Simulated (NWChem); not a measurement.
# C3H3BF+ (SMILES Bc1c[c+]1F): levels of theory compared

Aim: a comparison of 4 runs (HF/STO-3G, HF/3-21G, B3LYP/6-31G*) of C3H3BF+. 

The calculation is run with NWChem 7.3.0.

### 1 The molecule

C3H3BF+ has 8 atoms, charge +1, and is taken as a singlet. As SMILES, `Bc1c[c+]1F`. The coordinates come from a GFN2-xTB relaxation.

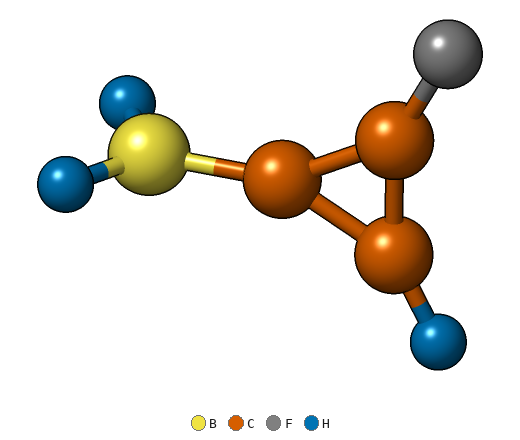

Viewed from a chosen angle; boron yellow, carbon orange, fluorine grey, hydrogen blue.

### 2 Energy and forces at HF/STO-3G (run 1)

Input file run.py:

```python
from ase import Atoms
from ase.calculators.nwchem import NWChem

molecule = Atoms(['B', 'C', 'C', 'C', 'F', 'H', 'H', 'H'], positions=[
    [0.004250, 1.482660, 0.413830],
    [-0.011210, 0.044930, 0.054350],
    [-0.185550, -1.331940, 0.348170],
    [0.155610, -0.981870, -0.906170],
    [0.437240, -1.256610, -2.105050],
    [0.989310, 1.979300, 0.791070],
    [-0.963150, 2.124930, 0.309800],
    [-0.426500, -2.061420, 1.093990],
])

calc = NWChem(
    label='sp',
    theory='scf',
    memory='2200 mb',
    basis='STO-3G',
    basispar='spherical bse',
    charge=1,
    scf={'nopen': '0', 'rhf': None, 'thresh': '1e-08', 'maxiter': '80'},
)
molecule.calc = calc

forces = molecule.get_forces()
print("Total energy (eV):", round(molecule.get_potential_energy(), 6))
print("forces (eV/A):")
for s, f in zip(molecule.symbols, forces):
    print(f"{s:2s} {f[0]:10.5f} {f[1]:10.5f} {f[2]:10.5f}")
print("dipole (e A):", molecule.get_dipole_moment().round(4))
```

The run is started by

```bash
$ export ASE_NWCHEM_COMMAND="nwchem PREFIX.nwi > PREFIX.nwo"
$ python run.py
```

Standard output:

```text
Total energy (eV): -6422.962174
forces (eV/A):
B     0.01548    3.26597    0.94118
C    -0.08613   -4.77258   -1.07955
C     0.18748    1.83505   -0.21464
C    -0.52888    1.57367    2.55892
F     0.65249   -0.76033   -2.81783
H     0.07970   -0.21412   -0.03913
H    -0.08387   -0.20924   -0.08505
H    -0.23628   -0.71837    0.73616
dipole (e A): [-0.0267 -0.4941 -0.0401]
```

The calculator wrote sp.nwi:

```
title "sp"

permanent_dir sp

scratch_dir sp

start sp

geometry units angstrom nocenter noautosym noautoz
  B  4.2500000000000003e-03 1.4826600000000001e+00 4.1382999999999998e-01
  C  -1.1209999999999999e-02 4.4929999999999998e-02 5.4350000000000002e-02
  C  -1.8554999999999999e-01 -1.3319399999999999e+00 3.4816999999999998e-01
  C  1.5561000000000000e-01 -9.8187000000000002e-01 -9.0617000000000003e-01
  F  4.3724000000000002e-01 -1.2566100000000000e+00 -2.1050499999999999e+00
  H  9.8931000000000002e-01 1.9793000000000001e+00 7.9107000000000005e-01
  H  -9.6314999999999995e-01 2.1249300000000000e+00 3.0980000000000002e-01
  H  -4.2649999999999999e-01 -2.0614200000000000e+00 1.0939900000000000e+00
end

charge 1

memory 2200 mb

basis spherical bse noprint
   * library STO-3G
end

scf
  nopen 0
  rhf
  thresh 1e-08
  maxiter 80
end

task scf gradient
```

sp.nwo, cut to the lines that bear on the results:

```text
[...]
      One-electron energy =   -583.047450955698
[... 1 line left out ...]
 Nuclear repulsion energy =    135.844170631493
[... 35 lines left out ...]
                       ROHF Final Molecular Orbital Analysis
[... 199 lines left out ...]
     1   1 0 0     -0.050385      0.000000      6.253425
[...]
  wavefunction    =   RHF
                         RHF ENERGY GRADIENTS
    atom               coordinates                        gradient
                 x          y          z           x          y          z
   1 B       0.008031   2.801821   0.782025   -0.000301  -0.063513  -0.018303
   2 C      -0.021184   0.084905   0.102707    0.001675   0.092812   0.020994
   3 C      -0.350639  -2.517002   0.657946   -0.003646  -0.035686   0.004174
[... 4 lines of this table left out ...]
   8 H      -0.805968  -3.895519   2.067341    0.004595   0.013970  -0.014316
[...]
```

Run time: 2.5 s. Hardware: 1 thread of Intel Xeon Platinum 8559C (Emerald Rapids), shared host; peak memory 0.1 GiB.

### 3 Energy and forces at HF/3-21G (run 2)

Input file nw.nw:

```
start nw
memory stack 880 mb heap 220 mb global 1100 mb
charge 1
geometry units angstroms noautosym nocenter noautoz
B      0.004250     1.482660     0.413830
C     -0.011210     0.044930     0.054350
C     -0.185550    -1.331940     0.348170
C      0.155610    -0.981870    -0.906170
F      0.437240    -1.256610    -2.105050
H      0.989310     1.979300     0.791070
H     -0.963150     2.124930     0.309800
H     -0.426500    -2.061420     1.093990
end
basis spherical bse
* library 3-21G
end
scf
singlet
rhf
thresh 1e-08
maxiter 80
print low
end
task scf gradient
```

The run is started by

```bash
$ nwchem nw.nw > nw.out
```

Standard output:

```text
[...]
  functions       =    51
[...]
  wavefunction    = RHF
[...]
         Total SCF energy =   -237.749061861011
      One-electron energy =   -584.111523340571
      Two-electron energy =    210.518290848067
 Nuclear repulsion energy =    135.844170631494
        Time for solution =      1.5s
[...]
                         RHF ENERGY GRADIENTS
    atom               coordinates                        gradient
                 x          y          z           x          y          z
   1 B       0.008031   2.801821   0.782025    0.000147  -0.037756  -0.012269
   2 C      -0.021184   0.084905   0.102707   -0.001582   0.083615   0.031188
   3 C      -0.350639  -2.517002   0.657946   -0.004994  -0.016970   0.014948
   4 C       0.294060  -1.855465  -1.712413    0.013666  -0.033257  -0.063971
   5 F       0.826264  -2.374649  -3.977968   -0.005877   0.010024   0.026339
   6 H       1.869525   3.740335   1.494906   -0.007851   0.000305  -0.001884
   7 H      -1.820090   4.015535   0.585437    0.007798  -0.000725   0.002078
   8 H      -0.805968  -3.895519   2.067341   -0.001308  -0.005236   0.003571
 Task  times  cpu:        1.8s     wall:        1.8s
 Total times  cpu:        1.8s     wall:        1.8s
```

Wall time 2.4 s (1 thread of Intel Xeon Platinum 8559C (Emerald Rapids), shared host); peak memory 0.1 GiB.

Run 3 isn't shown in full; the table further down has it.

### 4 Energy and forces at B3LYP/6-31G(d) (Cartesian functions) (run 4)

Input file c3h3bf.nw:

```
start c3h3bf
title "C3H3BF B3LYP"
memory 2200 mb
charge 1

geometry units bohr noautosym nocenter noautoz
   B      0.00803134     2.80182134     0.78202536
   C     -0.02118383     0.08490539     0.10270661
   C     -0.35063868    -2.51700181     0.65794594
   C      0.29406028    -1.85546539    -1.71241312
   F      0.82626385    -2.37464875    -3.97796798
   H      1.86952495     3.74033492     1.49490565
   H     -1.82008972     4.01553573     0.58543715
   H     -0.80596819    -3.89551923     2.06734148
end

basis "ao basis" cartesian
   * library 6-31G*
end

dft
   xc b3lyp
   grid xfine
   convergence energy 1e-08
   maxiter 100
   mulliken
end

task dft gradient
```

The run is started by

```bash
$ nwchem c3h3bf.nw > c3h3bf.out
```

Standard output:

```text
[...]
          Wavefunction type:  closed shell.
          No. of atoms     :     8
          No. of electrons :    34
[...]
          Charge           :     1
          Spin multiplicity:     1
[...]
          AO basis - number of functions:    81
[...]
              XC Information
              --------------
                         B3LYP Method XC Potential
                     Hartree-Fock (Exact) Exchange  0.200
                        Slater Exchange Functional  0.800 local
                    Becke 1988 Exchange Functional  0.720 non-local
              Lee-Yang-Parr Correlation Functional  0.810
                  VWN I RPA Correlation Functional  0.190 local
[...]
 d= 0,ls=0.0,diis     1   -240.3071179107 -3.76D+02  1.88D-02  1.16D+00     2.6
[...]
 d= 0,ls=0.0,diis    10   -240.4053498514 -3.03D-09  5.35D-07  2.39D-09    23.7
         Total DFT energy =     -240.405349851391
      One electron energy =     -587.090827577131
           Coulomb energy =      242.388852684522
    Exchange-Corr. energy =      -31.547535874652
 Nuclear repulsion energy =      135.844160915869
[...]
      Total Density - Mulliken Population Analysis
     ---------------------------------------------
    Atom       Charge   Shell Charges
 -----------   ------   -------------------------------------------------------
    1 B    5     4.99   1.99  0.61  1.47  0.46  0.39  0.06
    2 C    6     5.86   1.99  0.75  1.98  0.65  0.49  0.00
    3 C    6     5.99   1.99  0.73  2.02  0.60  0.62  0.03
    4 C    6     5.62   1.99  0.70  1.99  0.42  0.45  0.07
    5 F    9     9.07   1.99  0.98  3.30  0.90  1.83  0.08
    6 H    1     0.88   0.51  0.37
    7 H    1     0.88   0.51  0.37
    8 H    1     0.71   0.50  0.21
[...]
  wavefunction    = closed shell
                         DFT ENERGY GRADIENTS
    atom               coordinates                        gradient
                 x          y          z           x          y          z
   1 B       0.008031   2.801821   0.782025    0.000216  -0.020707  -0.007311
   2 C      -0.021184   0.084905   0.102707   -0.001101   0.054267   0.020574
   3 C      -0.350639  -2.517002   0.657946   -0.005916  -0.017013   0.018584
   4 C       0.294060  -1.855465  -1.712413    0.006646  -0.018759  -0.031850
   5 F       0.826264  -2.374649  -3.977968   -0.002134   0.003681   0.009639
   6 H       1.869525   3.740335   1.494906   -0.011739  -0.002717  -0.003458
   7 H      -1.820090   4.015536   0.585437    0.011492  -0.004352   0.002377
   8 H      -0.805968  -3.895519   2.067341    0.002535   0.005600  -0.008555
[...]
```

Run time: 29 s. Hardware: 1 thread of Intel Xeon Platinum 8559C (Emerald Rapids), shared host; peak memory 0.14 GiB.

### 5 All runs side by side

```csv
run,level,iteration cap,module,energy (Eh),largest force (eV/Å),wall time
1,HF/STO-3G,80,scf,-236.039508,4.894,2.5 s
2,HF/3-21G,80,scf,-237.749062,4.590,2.4 s
3,B3LYP/6-31G* (spherical functions),100,dft,-240.401919,2.989,27 s
4,B3LYP/6-31G* (Cartesian functions),100,dft,-240.405350,2.985,29 s
```

### 6 What came out

| quantity | value |
| --- | --- |
| run 4: total energy | -240.40535 Eh |
| run 4: HOMO energy | -15.25 eV |
| run 4: LUMO energy | -7.82 eV |
| run 4: HOMO–LUMO gap | 7.44 eV |
| run 4: largest force on an atom | 2.985 eV/Å |

In run 1 the basis is minimal, so the values are rough. All runs together took 61 s, the longest 29 s.
